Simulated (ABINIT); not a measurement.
# A GW chain in ABINIT: ZnSe (Stilleite)

Aim: the G0W0 gap of ZnSe (Stilleite) on LDA, step by step.

Main program and level: ABINIT 10.8.3; LDA and many-body steps on it, plane waves.

**The experiments to reproduce.**

- Gap 2.695 ± 0.003 eV: excitonic gap from free-exciton PL, not corrected for exciton binding; photoluminescence; 300 K; bulk crystal (Bridgman-grown crystal, polished and etched) (“Alloy Disordering Effects on the Thermal Conductivity and Energy Gap Temperature Dependence of Cd1−xZnxSe Ternary Crystals Grown by the Bridgman Method”, 2023, pmc:10253836).

Most raw output is cut from this account.

**1. The starting structure**

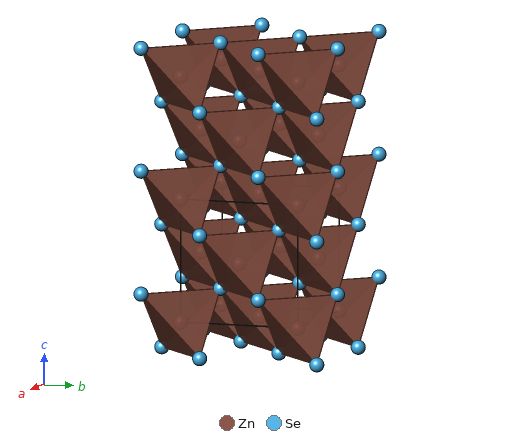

Start, viewed slightly off an axis; zinc brown, selenium blue. 1×1×2 cells are drawn. This picture shows the conventional cell, with its axes. Some periodic images of atoms are drawn too.

The cell and positions come from the Crystallography Open Database and are kept as given unless a step says otherwise.

**2. Ground state**

This step: ABINIT 10.8.3; DFT, LDA, plane waves, norm-conserving pseudopotentials.

The ground-state density comes first.

run.abi reads:

```
acell 3*1.0 Angstrom
rprim 
  -0.000000000000 2.833800000000 2.833800000000
  2.833800000000 -0.000000000000 2.833800000000
  2.833800000000 2.833800000000 0.000000000000
ntypat 2
znucl 30 34
natom 2
typat 1 2
xred 
  0.000000000000 0.000000000000 0.000000000000
  0.250000000000 0.250000000000 0.250000000000
pp_dirpath "pseudos"
pseudos "Zn.upf, Se.upf"
ecut 48
ngkpt 6 6 6
nshiftk 1
shiftk 0 0 0
kptopt 1
chksymbreak 0
nband 27
occopt 1
tolvrs 1e-10
nstep 60
prtwf 0
indata_prefix "in"
outdata_prefix "out"
tmpdata_prefix "tmp"
```

On the command line:

```console
> OMP_NUM_THREADS=1 mpirun -n 4 abinit run.abi > log
```

The job ended after 22 s (4 MPI ranks of Arm Neoverse V2, shared host; peak memory 0.36 GiB; 88 s of CPU time).

Numbers from this step:

```
total energy               : -14978.4699 eV
gap                        : 1.028 eV
k of the valence top       : 0, 0, 0
k of the conduction bottom : 0, 0, 0
least direct gap           : 1.028 eV
pressure                   : -4.605 GPa
```

The gap is direct, at Γ.

The cutoff was set for levels, not for stress, so the pressure can be off by some GPa.

**3. Bands along the symmetry lines**

Levels along a band path, at the cheap level, show where the edges lie and whether the meshes to come will hold them.

run.abi reads:

```
acell 3*1.0 Angstrom
rprim 
  -0.000000000000 2.833800000000 2.833800000000
  2.833800000000 -0.000000000000 2.833800000000
  2.833800000000 2.833800000000 0.000000000000
ntypat 2
znucl 30 34
natom 2
typat 1 2
xred 
  0.000000000000 0.000000000000 0.000000000000
  0.250000000000 0.250000000000 0.250000000000
pp_dirpath "pseudos"
pseudos "Zn.upf, Se.upf"
ecut 48
iscf -2
irdden 1
kptopt 0
nkpt 50
kpt 
  0.00000000 0.00000000 0.00000000
  -0.06250000 -0.06250000 0.00000000
  -0.12500000 -0.12500000 0.00000000
  -0.18750000 -0.18750000 0.00000000
  -0.25000000 -0.25000000 0.00000000
  -0.31250000 -0.31250000 0.00000000
  -0.37500000 -0.37500000 0.00000000
  -0.43750000 -0.43750000 0.00000000
  -0.50000000 -0.50000000 0.00000000
  -0.48437500 -0.48437500 0.03125000
  -0.46875000 -0.46875000 0.06250000
  -0.45312500 -0.45312500 0.09375000
  -0.43750000 -0.43750000 0.12500000
  -0.42187500 -0.42187500 0.15625000
  -0.40625000 -0.40625000 0.18750000
  -0.39062500 -0.39062500 0.21875000
  -0.37500000 -0.37500000 0.25000000
  -0.37500000 0.00000000 0.37500000
  -0.32812500 0.00000000 0.32812500
  -0.28125000 0.00000000 0.28125000
  -0.23437500 0.00000000 0.23437500
  -0.18750000 0.00000000 0.18750000
  -0.14062500 0.00000000 0.14062500
  -0.09375000 0.00000000 0.09375000
  -0.04687500 0.00000000 0.04687500
  0.00000000 0.00000000 0.00000000
  0.00000000 0.00000000 0.06250000
  0.00000000 0.00000000 0.12500000
  0.00000000 0.00000000 0.18750000
  0.00000000 0.00000000 0.25000000
  0.00000000 0.00000000 0.31250000
  0.00000000 0.00000000 0.37500000
  0.00000000 0.00000000 0.43750000
  0.00000000 0.00000000 0.50000000
  -0.06250000 -0.03125000 0.46875000
  -0.12500000 -0.06250000 0.43750000
  -0.18750000 -0.09375000 0.40625000
  -0.25000000 -0.12500000 0.37500000
  -0.31250000 -0.15625000 0.34375000
  -0.37500000 -0.18750000 0.31250000
  -0.43750000 -0.21875000 0.28125000
  -0.50000000 -0.25000000 0.25000000
  -0.50000000 -0.28125000 0.21875000
  -0.50000000 -0.31250000 0.18750000
  -0.50000000 -0.34375000 0.15625000
  -0.50000000 -0.37500000 0.12500000
  -0.50000000 -0.40625000 0.09375000
  -0.50000000 -0.43750000 0.06250000
  -0.50000000 -0.46875000 0.03125000
  -0.50000000 -0.50000000 0.00000000
istwfk *1
nband 32
nbdbuf 5
tolwfr 1e-07
nstep 50
prtwf 0
prtvol 0
indata_prefix "in"
outdata_prefix "out"
tmpdata_prefix "tmp"
```

Run time: 25 s. Hardware: 4 MPI ranks; peak memory 0.39 GiB; 100 s of CPU time.

Numbers from this step:

```
gap                        : 1.028 eV
k of the valence top       : 0, 0, 0
k of the conduction bottom : 0, 0, 0
least direct gap           : 1.028 eV
```

The gap is 1.028 eV, as in the run before at this level.

Electronic bands along the path, in eV, zero at the top of the highest filled band:

```
    point  band 19  band 20  band 21  band 22  band 23  band 24  band 25  band 26
        Γ    -6.29     0.00     0.00     0.00     1.03     5.72     5.72     5.72
        X    -6.12    -4.83    -2.20    -2.20     2.81     3.33    10.50    11.09
        U    -6.03    -4.78    -3.13    -1.80     3.43     5.47     8.88     9.17
jump to K    -6.03    -4.78    -3.13    -1.80     3.43     5.47     8.88     9.17
        Γ    -6.29     0.00     0.00     0.00     1.03     5.72     5.72     5.72
        L    -6.14    -5.29    -0.87    -0.87     2.35     6.30     6.30     8.35
        W    -5.99    -4.75    -2.80    -2.69     5.35     5.44     6.81     7.57
        X    -6.12    -4.83    -2.20    -2.20     2.81     3.33    10.50    11.09
```

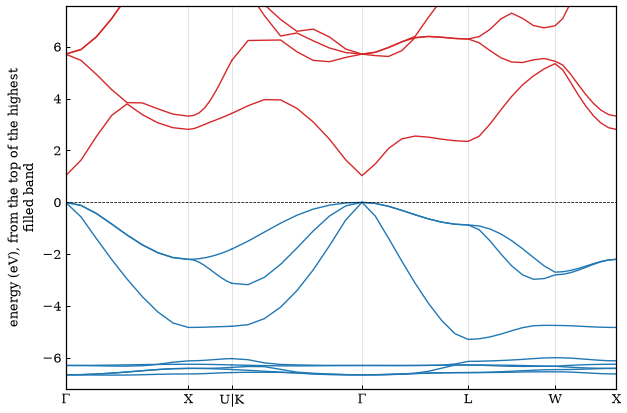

Electronic bands along the path; lines of filled and empty bands in two colours.

**4. Empty states on the mesh, 4×4×4 mesh, 129 bands**

The sums over transitions need many empty states on a uniform mesh; this step solves for them.

run.abi reads:

```
acell 3*1.0 Angstrom
rprim 
  -0.000000000000 2.833800000000 2.833800000000
  2.833800000000 -0.000000000000 2.833800000000
  2.833800000000 2.833800000000 0.000000000000
ntypat 2
znucl 30 34
natom 2
typat 1 2
xred 
  0.000000000000 0.000000000000 0.000000000000
  0.250000000000 0.250000000000 0.250000000000
pp_dirpath "pseudos"
pseudos "Zn.upf, Se.upf"
ecut 48
ngkpt 4 4 4
nshiftk 1
shiftk 0 0 0
kptopt 1
chksymbreak 0
iscf -2
irdden 1
istwfk *1
nband 129
nbdbuf 10
tolwfr 1e-09
nstep 60
prtvol 0
indata_prefix "in"
outdata_prefix "out"
tmpdata_prefix "tmp"
```

Wall time 36 s (4 MPI ranks); peak memory 0.38 GiB.

This step gave:

* gap: 1.028 eV
* k of the valence top: 0, 0, 0
* k of the conduction bottom: 0, 0, 0
* least direct gap: 1.028 eV
* k points computed: 8
* lowest point of the top converged band, above the valence top: 87.2119 eV

On this mesh the gap is 1.028 eV.

**5. Screening, 4×4×4 mesh, 119 bands, screening to 130.6 eV**

The RPA dielectric matrix is built and inverted for each q.

This step: RPA screening on LDA, plane waves, norm-conserving pseudopotentials.

run.abi, as its differences from that of step 4:

```diff
@@ -20,10 +20,11 @@
 chksymbreak 0
-iscf -2
-irdden 1
 istwfk *1
-nband 129
-nbdbuf 10
-tolwfr 1e-09
-nstep 60
-prtvol 0
+occopt 1
+irdwfk 1
+optdriver 3
+nband 119
+ecuteps 4.8
+inclvkb 2
+awtr 1
+symchi 1
 indata_prefix "in"
```

The job ended after 43 s (4 MPI ranks; peak memory 1.2 GiB).

This step gave:

```yaml
eps_infinity_with_local_fields_on_this_mesh_along_the_program_s_q_direction: 19.54
the_same_without_local_fields: 20.65
plasma_frequency: 36.51 eV
plane_waves_in_the_screening_matrix: 169
```

Local fields lower ε∞ by 5 %. On a Γ-centred mesh this coarse the value itself is usually too large, while a short band sum pulls it down.

**6. Self-energy, 4×4×4 mesh, 119 bands, screening to 130.6 eV**

The self-energy is evaluated for the states that the input lists, and the levels follow from it, in one-shot runs by the linearised quasiparticle equation.

This step: G0W0 on LDA, plane waves, norm-conserving pseudopotentials.

run.abi, as its differences from that of step 5:

```diff
@@ -23,8 +23,29 @@
 irdwfk 1
-optdriver 3
+optdriver 4
 nband 119
+gwcalctyp 0
+ecutsigx 48
+symsigma 1
+nkptgw 8
+kptgw 
+  0.0000000000 0.0000000000 0.0000000000
+  0.2500000000 0.0000000000 0.0000000000
+  0.5000000000 0.0000000000 0.0000000000
+  0.2500000000 0.2500000000 0.0000000000
+  0.5000000000 0.2500000000 0.0000000000
+  -0.2500000000 0.2500000000 0.0000000000
+  0.5000000000 0.5000000000 0.0000000000
+  -0.2500000000 0.5000000000 0.2500000000
+bdgw 
+  15 32
+  15 32
+  15 32
+  15 32
+  15 32
+  15 32
+  15 32
+  15 32
 ecuteps 4.8
-inclvkb 2
-awtr 1
-symchi 1
+irdscr 1
+ppmodel 1
 indata_prefix "in"
```

Elapsed: 2.3 min, on 4 MPI ranks; peak memory 1.9 GiB; 9.1 min of CPU time.

This step gave:

```
G0W0 gap on the mesh                         : 1.990 eV
starting gap on the mesh                     : 1.028 eV
k of the valence top                         : 0, 0, 0
k of the conduction bottom                   : 0, 0, 0
Z at the valence top                         : 0.798
Z at the conduction bottom                   : 0.815
least direct G0W0 gap on the computed points : 1.990 eV
```

The gap on the mesh goes from 1.03 eV to 1.99 eV, a correction of +0.96 eV.

Limits: finite bands, cutoff and mesh; no spin-orbit coupling; coarse k mesh. v1 is the top filled band, c1 the lowest empty one. Levels before and after the correction, in eV, zero at the valence-band top of each column:

```
           conduction bottom  valence top
Kohn-Sham               1.03         0.00
     G0W0               1.99         0.00
```

```
             level  energy (eV)
Kohn-Sham     Γ v4       -6.294
Kohn-Sham  Γ v3-v1        0.000
Kohn-Sham     Γ c1        1.028
Kohn-Sham  Γ c2-c4        5.717
     G0W0     Γ v4       -7.447
     G0W0  Γ v3-v1        0.000
     G0W0     Γ c1        1.990
     G0W0  Γ c2-c4        6.642
```

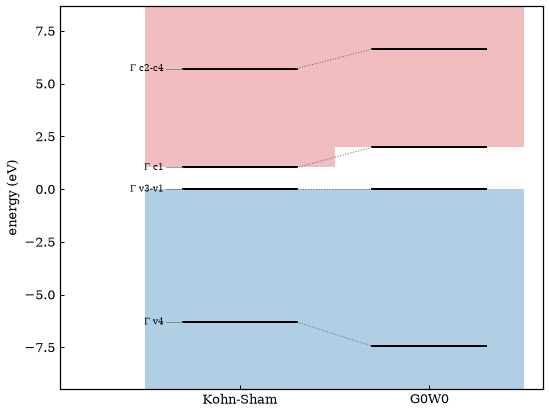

Levels before and after the correction. Shaded: valence and conduction bands.

**7. Where the time went**

Times are wall times on 4 MPI ranks of Arm Neoverse V2, shared host, good to a factor of about two.

```
                          step     time  share  memory (GiB)
                  ground state     22 s    8 %          0.36
bands along the symmetry lines     25 s   10 %          0.39
      empty states on the mesh     36 s   14 %          0.38
                     screening     43 s   16 %           1.2
                   self-energy  2.3 min   52 %           1.9
```

**8. What came out**

| Quantity | Value |
| --- | --- |
| LDA gap | 1.03 eV, direct |
| G0W0 gap on the mesh | 1.99 eV |
| GW settings | 4×4×4 mesh, 119 bands, screening to 130.6 eV, Godby-Needs plasmon pole |
| known limits | not at the basis limit; no spin-orbit coupling; coarse k mesh |

G0W0 moves the gap on the mesh from 1.03 eV to 1.99 eV (+0.96 eV), with Z of 0.80 and 0.81 at the edges. Local fields lower the RPA ε∞ on this mesh from 20.65 to 19.54; a Γ-centred mesh this coarse tends to raise both, most where the direct gap is narrow, while a short band sum lowers them. The dearest step here is «self-energy». Against experiment, by G0W0@LDA: the direct gap of 1.99 eV lies −0.71 eV from the measured 2.695 ± 0.003 eV (exciton, 300 K, 2023). An exciton line or allowed optical edge lies below the quasiparticle gap by the binding energy; a forbidden edge can push the onset above it. The calculation has static nuclei and no excitons; a measured gap holds zero-point and thermal motion, which mostly lowers it. Against the values above the computed gap that would widen the miss. A likelier cause is too strong a screening: the start's gap is only 1.03 eV, the mesh is coarse, and one shot does not repair that. Bands and cutoff are finite, so the gap is not at the basis limit. The miss can reach some tenths of an eV and take either sign; the mesh is an error of its own. The 4×4×4 mesh is coarse for this cell, which bears on the long-range parts of exchange and screening. The many-body steps are scalar-relativistic: spin-orbit coupling is not in them.

[Paths, hosts, dates, memory and timing lines, banners, echoed tables and standing remarks are left out of the program output.]

[Logs are printed without paths, hosts, clocks, repeated set-up lines and the standing remarks that a program may print on its own settings, such as how far it seeks lower states.]

[Runs of the session that timed out or met a known fault of the program may be left out.]

[No measured gap is set beside runs whose start may be inverted or whose files or cutoffs have a known fault.]

[Hosts, paths, dates, database ids (printed as entryN), source tags and the programs' standing remarks are cut or masked in the printed files.]

[G0W0 gaps are taken among the corrected bands and points alone; a level outside them can change the order at an edge.]

[Where Ansatz stands beside ABINIT at settings called matched, ABINIT's density can come from a denser mesh and the files from another edition; pairs whose starting gaps differed by over 0.03 eV were left out, so agreement reads better than it is.]
